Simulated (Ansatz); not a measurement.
# C2H2F2 (vinylidene fluoride) at BHLYP/aug-cc-pVDZ

What is the vertical ionisation energy of C2H2F2 (vinylidene fluoride) at BHLYP/aug-cc-pVDZ? 

Program for the calculation: Ansatz 0.2.0.

## (1) Starting point

C2H2F2: 6 atoms, total charge 0, spin state singlet. As SMILES, `C=C(F)F`. The coordinates come from a PBE0-D4/def2-TZVP relaxation.

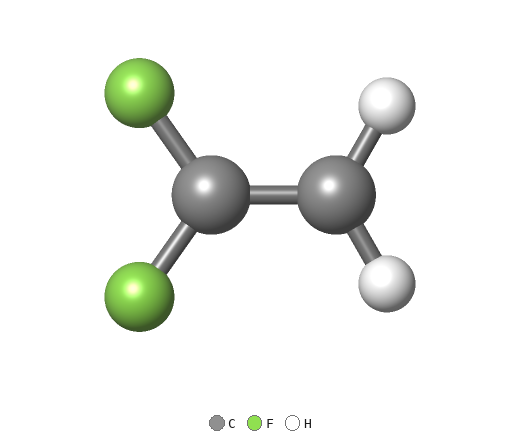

The structure, seen from a chosen angle (carbon grey, fluorine green, hydrogen white).

## (2) The energy at BHLYP/aug-cc-pVDZ

File in.yaml:

```yaml
crystal:
  periodic: [false, false, false]
  atoms:
    - {symbol: C, position_ang: [-0.115900, 0.471000, -0.544400]}
    - {symbol: C, position_ang: [0.105000, -0.394600, 0.420100]}
    - {symbol: F, position_ang: [-0.454900, -0.363600, 1.607600]}
    - {symbol: F, position_ang: [0.919200, -1.422100, 0.343000]}
    - {symbol: H, position_ang: [0.394200, 0.360600, -1.488400]}
    - {symbol: H, position_ang: [-0.805600, 1.284800, -0.384200]}
basis:
  gaussian: {orbitals: aug-cc-pVDZ}
hamiltonian: {xc: {name: BHLYP}}
accuracy: high
output: {orbitals: {seedname: orbitals}}
```

The run is started by

```
ansatz run in.yaml --threads 1 --pin off --max-ram 3480MiB --events-out events.jsonl --progress --plain --runs-dir runs
```

The log of the run:

```text
Warning: RAYON_NUM_THREADS=1 ignored (pool sized by the plan → 1); use --threads N
Functional definition: BHLYP
  name "BHLYP"
  parameter a = 0.5
  exchange = (1 - a)*b88_x + a*exact_x
  correlation = lyp_c
2192 factors; integrals over basis functions are off by at most 3.1e-9 eV
mean field evaluation 1: about -7532.9515 eV, gradient 4.3e1 eV
mean field evaluation 2: about -7533.5433 eV, gradient 3.9e1 eV
mean field evaluation 4: about -7536.9793 eV, gradient 1.5e0 eV
mean field evaluation 8: about -7536.9859 eV, gradient 2.6e-2 eV
mean field evaluation 16: about -7536.9859 eV, gradient 9.8e-7 eV
mean field -7536.98588653 eV, -276.9791225774 hartree, gradient 1.4e-8 eV, S^2 0.000000; 0 other end points of the search recorded, 0 dependent functions left out
reference -7536.98591647 eV, -276.9791236777 hartree; 16, 16 occupied and 94, 94 virtual orbitals, 2192 factors
Total energy: -7536.98591647 eV, -276.9791236777 hartree
```

It took 8.7 s on 1 thread of Arm Neoverse V1, shared host; peak memory 0.34 GiB.

## (3) The doublet cation at the same level

File run.yaml:

```yaml
crystal:
  periodic: [false, false, false]
  atoms:
    - {symbol: C, position_ang: [-0.115900, 0.471000, -0.544400]}
    - {symbol: C, position_ang: [0.105000, -0.394600, 0.420100]}
    - {symbol: F, position_ang: [-0.454900, -0.363600, 1.607600]}
    - {symbol: F, position_ang: [0.919200, -1.422100, 0.343000]}
    - {symbol: H, position_ang: [0.394200, 0.360600, -1.488400]}
    - {symbol: H, position_ang: [-0.805600, 1.284800, -0.384200]}
basis:
  gaussian: {orbitals: aug-cc-pVDZ}
total_charge: 1
magnetization: {spin_polarized: true, initial_magnetization: 1}
hamiltonian: {xc: {name: BHLYP}}
accuracy: high
output: {orbitals: {seedname: orbitals}}
```

The run is started by

```
ansatz run run.yaml --threads 1 --pin off --max-ram 3480MiB --events-out events.jsonl --progress --plain --runs-dir runs
```

The log of the run:

```text
Warning: RAYON_NUM_THREADS=1 ignored (pool sized by the plan → 1); use --threads N
[... 5 set-up lines as earlier in the session ...]
2192 factors; integrals over basis functions are off by at most 3.1e-9 eV
mean field evaluation 1: about -7521.9724 eV, gradient 3.8e1 eV
mean field evaluation 2: about -7521.9560 eV, gradient 4.0e1 eV
mean field evaluation 4: about -7526.5424 eV, gradient 6.1e-1 eV
mean field evaluation 8: about -7526.5850 eV, gradient 8.8e-2 eV
mean field evaluation 16: about -7526.5850 eV, gradient 5.7e-5 eV
mean field -7526.58504764 eV, -276.5968987984 hartree, gradient 5.1e-8 eV, S^2 0.752934; 0 other end points of the search recorded, 0 dependent functions left out
reference -7526.58507745 eV, -276.5968998936 hartree; 16, 15 occupied and 94, 95 virtual orbitals, 2192 factors
Total energy: -7526.58507745 eV, -276.5968998936 hartree
```

It took 14 s on 1 thread of Arm Neoverse V1, shared host; peak memory 0.45 GiB.

## (4) Results

At BHLYP/aug-cc-pVDZ:

```
                                          quantity          value
                      singlet C2H2F2: total energy  -276.97912 Eh
                       singlet C2H2F2: HOMO energy       -8.99 eV
                       singlet C2H2F2: LUMO energy        0.25 eV
                     singlet C2H2F2: HOMO–LUMO gap        9.24 eV
                      doublet cation: total energy  -276.59690 Eh
doublet cation: HOMO energy (highest over α and β)      -18.52 eV
 doublet cation: LUMO energy (lowest over α and β)      -11.87 eV
                              doublet cation: ⟨S²⟩          0.753
vertical ionisation energy (to the doublet cation)      10.401 eV
```

What this shows: Removing an electron at fixed nuclei costs 10.40 eV (1004 kJ/mol). The negative HOMO energy of the first species, 8.99 eV, lies 1.42 eV below that difference.
